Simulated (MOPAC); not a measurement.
# SiNH$_{2}$Cl$_{2}$F: frequency calculation (part 2 of 2)

Continued. System: SiNH$_{2}$Cl$_{2}$F. Method: PM3, closed shell (MOPAC 23.2.5). The geometry was optimised with PM3.

Geometry of the input (Å):
```
N  -1.1302  -0.0433  0.2425
Si 0.5988  -0.1223  -0.0627
F  1.3534  -0.9107  1.0705
Cl 0.9168  -1.0720  -1.8573
Cl 1.4798  1.7611  -0.1409
H  -1.4315  0.2566  1.1458
H  -1.7103  0.3580  -0.4633
```

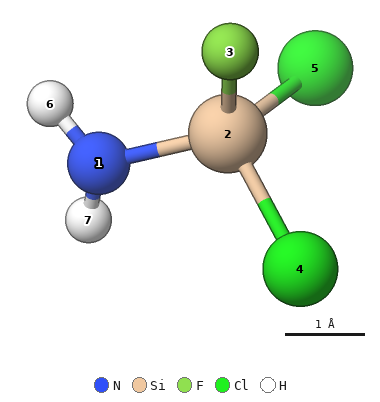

Fig. 1: The input geometry (ball-and-stick view, seen at a tilt; atoms are numbered from 1 in the order of the input).

## The program's output, continued
```
           1    0.3276    0.3970    0.4162    0.3717   -0.2798    0.0029   -0.1524
           2   -0.1826    0.2350   -0.2082    0.1005   -0.0569   -0.2555   -0.0546
           3   -0.3777   -0.0347    0.1833    0.0225   -0.1100    0.1375   -0.0896
           4   -0.1705   -0.1728   -0.3148   -0.4889    0.0122    0.0001   -0.0037
           5    0.0612    0.2894    0.2510   -0.4636   -0.0053   -0.0025   -0.0005
           6    0.1202    0.0273   -0.0933   -0.0009   -0.0093    0.0013   -0.0008
           7    0.0218   -0.2223   -0.0451    0.1967   -0.0020    0.0006    0.0003
           8   -0.0152   -0.4910   -0.1680    0.5113   -0.0014    0.0004    0.0002
           9    0.0010   -0.0051    0.0081    0.0012    0.0008    0.0001   -0.0000
          10    0.0154    0.0090   -0.0065    0.0032   -0.0008   -0.0003    0.0000
          11    0.0027    0.0015   -0.0059    0.0014    0.0008    0.0000   -0.0001
          12   -0.0047    0.0049    0.0071    0.0016   -0.0006   -0.0002    0.0000
          13    0.0009    0.0021    0.0030    0.0025    0.0004    0.0000   -0.0001
          14   -0.0090    0.0051   -0.0053   -0.0002   -0.0000   -0.0001   -0.0000
          15   -0.0212   -0.0016    0.0009   -0.0030   -0.0000    0.0000   -0.0000
          16   -0.2718   -0.2010    0.6191    0.0231    0.4938   -0.3362    0.2868
          17    0.2576   -0.1269    0.0888   -0.0669    0.4525    0.3898   -0.4281
          18    0.4281    0.0519   -0.2059   -0.0199    0.0545   -0.4612    0.4445
          19   -0.2417    0.5327   -0.2925    0.2843    0.4961    0.3237    0.3001
          20    0.2034   -0.1839    0.1577   -0.0880   -0.2107    0.5744    0.6334
          21    0.4946   -0.0636   -0.0680   -0.0563    0.4050   -0.0579   -0.1065

          DESCRIPTION OF VIBRATIONS

 VIBRATION          1    1A          ATOM PAIR     ENERGY CONTRIBUTION    RADIAL
 FREQUENCY           101.79         N 1 -- H 6         +47.6% (432.4%)      1.2%
 TRANSITION DIPOLE   0.5348         N 1 -- H 7         +44.7% (418.7%)      0.2%
 TRAVEL (Ang.)       0.6049         N 1 -- Si2          +2.5% ( 99.0%)     32.3%
 REDUCED MASS        1.8103         Si2 -- Cl5          +2.1% ( 89.9%)      0.7%
 EFFECTIVE MASS     24.0074
 FORCE CONSTANT      0.0111

 VIBRATION          2    2A          ATOM PAIR     ENERGY CONTRIBUTION    RADIAL
 FREQUENCY           135.62         N 1 -- H 6         +43.5% (231.4%)      0.0%
 TRANSITION DIPOLE   0.3257         N 1 -- H 7         +26.7% (181.3%)     19.4%
 TRAVEL (Ang.)       0.3447         N 1 -- Si2         +14.3% (132.7%)      1.5%
 REDUCED MASS        4.1856         Si2 -- Cl5          +6.0% ( 86.2%)      0.6%
 EFFECTIVE MASS     32.4354
 FORCE CONSTANT      0.0454

 VIBRATION          3    3A          ATOM PAIR     ENERGY CONTRIBUTION    RADIAL
 FREQUENCY           157.74         N 1 -- Si2         +46.8% (302.2%)      0.0%
 TRANSITION DIPOLE   0.2554         N 1 -- H 7         +45.4% (297.6%)      1.6%
 TRAVEL (Ang.)       0.3500         N 1 -- H 6          +4.7% ( 95.8%)     89.8%
 REDUCED MASS        3.4900         Si2 -- Cl4          +1.2% ( 47.5%)      0.1%
 EFFECTIVE MASS     82.6271
 FORCE CONSTANT      0.0512

 VIBRATION          4    4A          ATOM PAIR     ENERGY CONTRIBUTION    RADIAL
 FREQUENCY           198.67         N 1 -- Si2         +30.7% (269.1%)      1.2%
 TRANSITION DIPOLE   1.1048         N 1 -- H 7         +20.6% (220.5%)     55.1%
 TRAVEL (Ang.)       0.2840         N 1 -- H 6         +16.7% (198.7%)     49.3%
 REDUCED MASS        4.2070         Si2 -- Cl4         +13.3% (176.8%)      0.6%
 EFFECTIVE MASS     66.5708         Si2 -- Cl5         +13.2% (176.7%)      1.3%
 FORCE CONSTANT      0.0978

 VIBRATION          5    5A          ATOM PAIR     ENERGY CONTRIBUTION    RADIAL
 FREQUENCY           231.08         N 1 -- Si2         +27.7% (104.0%)      0.2%
 TRANSITION DIPOLE   1.1911         N 1 -- H 7         +25.4% ( 99.6%)     37.4%
 TRAVEL (Ang.)       0.2120         N 1 -- H 6         +19.5% ( 87.3%)     54.1%
 REDUCED MASS        6.4938         Si2 -- F 3         +14.5% ( 75.4%)      0.0%
 EFFECTIVE MASS     31.3195
 FORCE CONSTANT      0.2043

 VIBRATION          6    6A          ATOM PAIR     ENERGY CONTRIBUTION    RADIAL
 FREQUENCY           248.54         N 1 -- H 6         +32.5% (149.7%)      3.1%
 TRANSITION DIPOLE   1.0095         N 1 -- Si2         +31.8% (148.1%)      4.5%
 TRAVEL (Ang.)       0.2093         Si2 -- F 3         +10.6% ( 85.6%)      0.0%
 REDUCED MASS        6.1941         N 1 -- H 7         +10.6% ( 85.4%)     84.3%
 EFFECTIVE MASS     39.2168
 FORCE CONSTANT      0.2254

 VIBRATION          7    7A          ATOM PAIR     ENERGY CONTRIBUTION    RADIAL
 FREQUENCY           340.35         Si2 -- Cl5         +22.7% (107.8%)     84.6%
 TRANSITION DIPOLE   2.3879         N 1 -- Si2         +20.1% (101.5%)      2.2%
 TRAVEL (Ang.)       0.1601         Si2 -- Cl4         +19.4% ( 99.7%)     47.5%
 REDUCED MASS        7.7328         N 1 -- H 6         +14.2% ( 85.5%)     13.0%
 EFFECTIVE MASS     33.5175         Si2 -- F 3         +12.6% ( 80.4%)      0.7%
 FORCE CONSTANT      0.5278         N 1 -- H 7         +11.0% ( 75.3%)     22.2%

 VIBRATION          8    8A          ATOM PAIR     ENERGY CONTRIBUTION    RADIAL
 FREQUENCY           375.84         Si2 -- Cl4         +31.8% ( 95.3%)     89.7%
 TRANSITION DIPOLE   4.1639         Si2 -- Cl5         +24.1% ( 82.9%)     69.6%
 TRAVEL (Ang.)       0.1121         Si2 -- F 3         +19.8% ( 75.2%)      0.0%
 REDUCED MASS       14.2712         N 1 -- Si2         +19.1% ( 73.8%)      0.1%
 EFFECTIVE MASS     30.7546
 FORCE CONSTANT      1.1878

 VIBRATION          9    9A          ATOM PAIR     ENERGY CONTRIBUTION    RADIAL
 FREQUENCY           659.03         N 1 -- H 7         +37.2% ( 69.2%)      0.0%
 TRANSITION DIPOLE   1.4484         N 1 -- H 6         +35.9% ( 67.9%)      0.0%
 TRAVEL (Ang.)       0.2692         N 1 -- Si2         +20.8% ( 51.8%)     44.7%
 REDUCED MASS        1.4121         Si2 -- Cl5          +2.1% ( 16.2%)     82.2%
 EFFECTIVE MASS      5.6649
 FORCE CONSTANT      0.3614

 VIBRATION         10   10A          ATOM PAIR     ENERGY CONTRIBUTION    RADIAL
 FREQUENCY           844.06         N 1 -- H 7         +28.2% ( 74.9%)     47.0%
 TRANSITION DIPOLE   0.7143         N 1 -- H 6         +27.4% ( 73.9%)      0.0%
 TRAVEL (Ang.)       0.1713         N 1 -- Si2         +21.0% ( 64.7%)     97.9%
 REDUCED MASS        2.7212         Si2 -- F 3         +19.1% ( 61.7%)     90.3%
 EFFECTIVE MASS     13.3270
 FORCE CONSTANT      1.1422

 VIBRATION         11   11A          ATOM PAIR     ENERGY CONTRIBUTION    RADIAL
 FREQUENCY           890.34         N 1 -- H 6         +32.6% ( 82.0%)     40.5%
 TRANSITION DIPOLE   0.8986         N 1 -- H 7         +32.5% ( 81.8%)      0.0%
 TRAVEL (Ang.)       0.1988         N 1 -- Si2         +24.6% ( 71.2%)     65.0%
 REDUCED MASS        1.9157         Si2 -- F 3          +4.7% ( 31.2%)     32.5%
 EFFECTIVE MASS      9.5360
 FORCE CONSTANT      0.8947

 VIBRATION         12   12A          ATOM PAIR     ENERGY CONTRIBUTION    RADIAL
 FREQUENCY           979.14         Si2 -- F 3         +34.2% ( 81.4%)     94.6%
 TRANSITION DIPOLE   2.6480         N 1 -- Si2         +26.3% ( 71.4%)     69.9%
 TRAVEL (Ang.)       0.0939         Si2 -- Cl4         +11.2% ( 46.5%)      0.8%
 REDUCED MASS        7.8172         Si2 -- Cl5         +11.2% ( 46.5%)      0.1%
 EFFECTIVE MASS     20.3504
 FORCE CONSTANT      4.4156

 VIBRATION         13   13A          ATOM PAIR     ENERGY CONTRIBUTION    RADIAL
 FREQUENCY          1652.82         N 1 -- H 7         +47.6% ( 58.7%)      3.7%
 TRANSITION DIPOLE   0.2292         N 1 -- H 6         +47.2% ( 58.4%)      3.8%
 TRAVEL (Ang.)       0.2757         N 1 -- Si2          +5.2% ( 19.3%)     86.9%
 REDUCED MASS        0.5366
 EFFECTIVE MASS      1.8096
 FORCE CONSTANT      0.8636

 VIBRATION         14   14A          ATOM PAIR     ENERGY CONTRIBUTION    RADIAL
 FREQUENCY          3423.22         N 1 -- H 6         +51.6% ( 74.2%)     97.4%
 TRANSITION DIPOLE   0.1896         N 1 -- H 7         +47.7% ( 71.4%)     97.1%
 TRAVEL (Ang.)       0.1941         N 1 -- Si2          +0.7% (  8.9%)      0.0%
 REDUCED MASS        0.5227
 EFFECTIVE MASS      1.5302
 FORCE CONSTANT      3.6089

 VIBRATION         15   15A          ATOM PAIR     ENERGY CONTRIBUTION    RADIAL
 FREQUENCY          3550.57         N 1 -- H 7         +52.1% ( 70.2%)     98.6%
 TRANSITION DIPOLE   0.2181         N 1 -- H 6         +47.6% ( 67.1%)     98.3%
 TRAVEL (Ang.)       0.1974         N 1 -- Si2          +0.3% (  5.2%)     67.2%
 REDUCED MASS        0.4872
 EFFECTIVE MASS      1.2167
 FORCE CONSTANT      3.6189

      SYMMETRY NUMBER FOR POINT-GROUP C1  =  1

          SYSTEM IS A GROUND STATE

 job Cl2FH2NSi

          MOLECULE IS NOT LINEAR

          THERE ARE 15 GENUINE VIBRATIONS IN THIS SYSTEM
          THIS THERMODYNAMICS CALCULATION IS LIMITED TO
          MOLECULES WHICH HAVE NO INTERNAL ROTATIONS

                    CALCULATED THERMODYNAMIC PROPERTIES
                                          *
   TEMP. (K)   PARTITION FUNCTION   H.O.F.    ENTHALPY  HEAT CAPACITY ENTROPY
                                   KCAL/MOL   CAL/MOLE    CAL/K/MOL  CAL/K/MOL

 298.00  VIB.     0.5581D+02                  2881.4602    16.7202    17.6618
         ROT.     0.3016D+06                   888.2803     2.9808    28.0532
         INT.     0.1683D+08                  3769.7405    19.7010    45.7149
         TRA.     0.1500D+28                  1480.4672     4.9680    40.5884
         TOT.                     -196.048    5250.2077    24.6690    86.3034

 200.00  VIB.     0.1056D+02                  1392.1793    13.4655    11.6447
         ROT.     0.1658D+06                   596.1613     2.9808    26.8645
         INT.     0.1751D+07                  1988.3406    16.4463    38.5092
         TRA.     0.8246D+27                   993.6021     4.9680    38.6073
         TOT.                     -198.317    2981.9427    21.4143    77.1165

 400.00  VIB.     0.2732D+03                  4713.3902    19.0574    22.9318
         ROT.     0.4690D+06                  1192.3226     2.9808    28.9306
         INT.     0.1281D+09                  5905.7128    22.0382    51.8624
         TRA.     0.2332D+28                  1987.2043     4.9680    42.0509
         TOT.                     -193.406    7892.9170    27.0062    93.9133

 600.00  VIB.     0.4085D+04                  8833.1236    21.8536    31.2457
         ROT.     0.8617D+06                  1788.4838     2.9808    30.1392
         INT.     0.3520D+10                 10621.6074    24.8344    61.3849
         TRA.     0.4285D+28                  2980.8064     4.9680    44.0653
         TOT.                     -187.696   13602.4138    29.8024   105.4502

   *: NOTE: HEATS OF FORMATION ARE RELATIVE TO THE
            ELEMENTS IN THEIR STANDARD STATE AT 298K
              (=  Standard Enthalpy of Formation).

            Hvib:  Zero-point energy is not included.
                   frequencies of less than zero cm-1 are not included.
            Hrot = (3/2)RT
            Htra = (3/2)RT + pV = (5/2)RT

            Heat capacity is Cp, not Cv

           FORCE CONSTANT IN CARTESIAN COORDINATES (Millidynes/A)

    ATOM   CHEMICAL       X               Y               Z
   NUMBER   SYMBOL  FORCE CONSTANT  FORCE CONSTANT  FORCE CONSTANT

      1       N        7.848932        7.636288        3.791980
      2      Si        6.112270        5.795292        1.860177
      3       F        1.140988        5.155738        0.331573
      4      Cl        0.291515        0.466694        0.948863
      5      Cl        0.301931        0.427399        0.844095
      6       H        2.017184        2.795372        3.037159
      7       H        2.025108        5.414937        0.448896

 *                    *
 * JOB ENDED NORMALLY *
 *                    *

 TOTAL JOB TIME:             0.06 SECONDS

 == MOPAC DONE ==
```

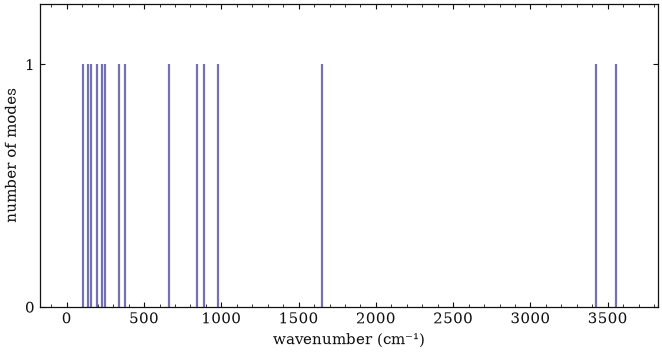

Fig. 2: Harmonic vibrational wavenumbers from the force constants; neighbouring modes closer than 16 cm⁻¹ are counted in one stick. 15 modes from 102 to 3551 cm⁻¹, none imaginary.

## Summary

```json
{"quantity": "outcome", "value": "converged"}
{"quantity": "heat of formation", "value": "−196.05 kcal/mol"}
{"quantity": "basis functions", "value": "22"}
{"quantity": "zero-point energy", "value": "0.031413 hartree"}
{"quantity": "wavenumbers, lowest and highest", "value": "102 and 3551 cm⁻¹"}
{"quantity": "hardware", "value": "1 thread of AMD EPYC (Zen 5), 128 GiB of memory available, shared host"}
{"quantity": "peak memory", "value": "0.071 GiB"}
```

## Notes

MOPAC's energies along a path are heats of formation.
